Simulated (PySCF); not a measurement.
## A study: AsH2, doublet, SMILES `[AsH2]`

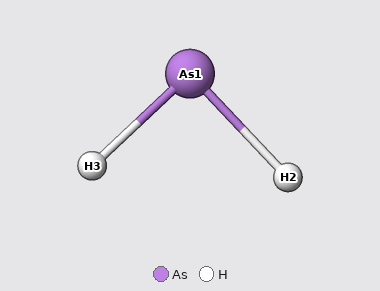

The molecule, with its atoms numbered as below. No frequency check shows the geometry to be a minimum.

Geometry (Å), atoms numbered from 1:

```
As1     -0.0000   -0.0614    0.0000
H2      -1.0523    1.0133    0.0000
H3       1.0526    1.0131    0.0000
```

## 1. Bonding charge

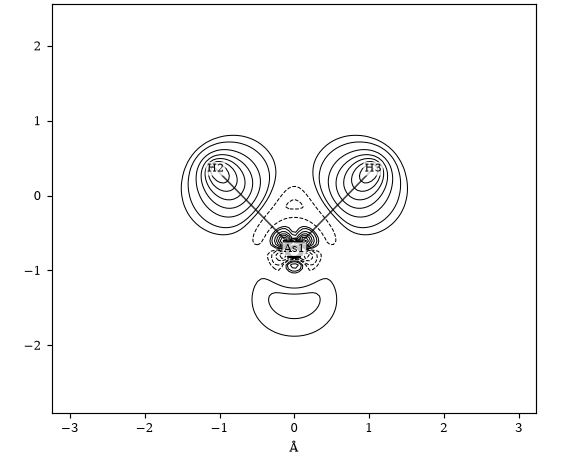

Deformation density (molecule less spherical, spin-averaged free atoms) in the molecular plane; contours at ±0.05 to ±0.8 e/Å³; solid lines: gain, dashed lines: loss.

Method: PBE0/cc-pVTZ; geometry: GFN2-xTB; program: PySCF. The stability of the open-shell solution wasn't checked. GFN2-xTB doesn't know the spin state, so this open-shell geometry is rough.

Question: Describe the bonding that the map shows.

Answer: As1–H2 and As1–H3: +0.28 e/Å³ at the bond critical point (bond length 1.50 Å, Mayer order 1.0). In all, 0.6 electrons gather in the regions of gain relative to the promolecule.

## 2. Local ionisation energy

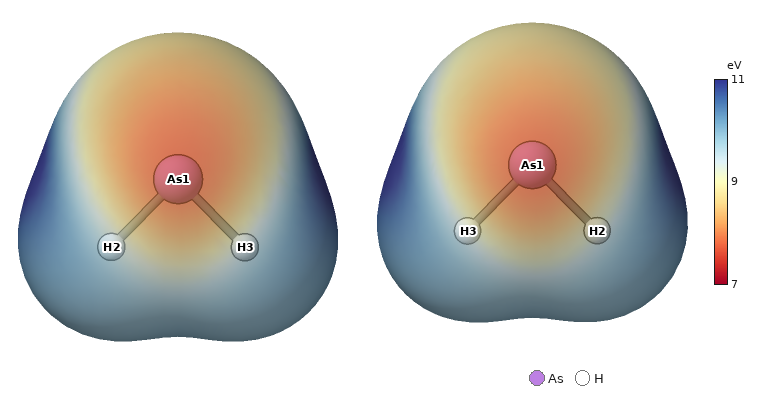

Average local ionisation energy on the surface of electron density 0.001 a.u. (back view left, front view right).

Question: Where are the most loosely bound electrons on this surface?

Answer: The lowest value is 7.8 eV, 2.3 Å from As1, and at like points elsewhere. Further minima include 10.0 eV, 1.5 Å from H3, and at like points elsewhere. For comparison, the highest occupied orbital lies at −6.9 eV.

Question: What volume does the surface enclose, and what is the dipole moment?

Answer: About 58 Å³; the dipole moment is 0.4 D.

## 3. Spin density

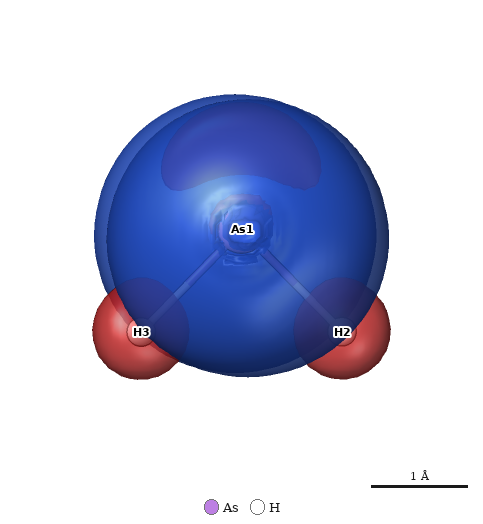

Spin density ρα − ρβ at ±0.01 e/Å³ (blue: excess α, red: excess β).

Question: Where is the unpaired spin?

Answer: Hirshfeld spin populations: As1 +0.94. ⟨S²⟩ = 0.76, as for a pure state. The picture also shows regions of β spin from spin polarisation; the Hirshfeld sums, whose atoms overlap, net them against the α spin of neighbours.

## 4. In an electric field

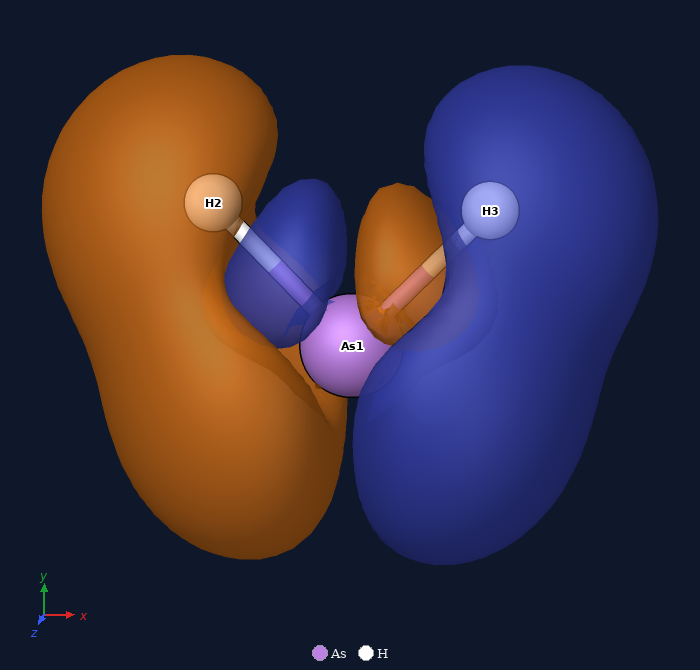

Change of the electron density in a uniform field of 0.26 V/Å, surfaces at ±0.001 e/Å³ (orange: gain, blue: loss).

Computed with PySCF, r2SCAN/aug-cc-pVDZ, geometry: GFN2-xTB. The stability of the open-shell solution wasn't checked. GFN2-xTB doesn't know the spin state, so this open-shell geometry is rough.

The field was applied in both directions; the picture shows the one opposite to the script's first.

Question: Along which Cartesian direction does the field point?

Answer: Along +x: electrons gather on the −x side, against the field.

Question: How large is the response?

Answer: The induced dipole is 0.43 D (along the field); α along this axis, from the fields in both directions, is 34 bohr³ (5.0 Å³).

The PySCF runs shown took 2.4 s and 5.3 s on 1 thread of AMD EPYC 9R45 96-Core Processor (Zen 5), on a shared host.
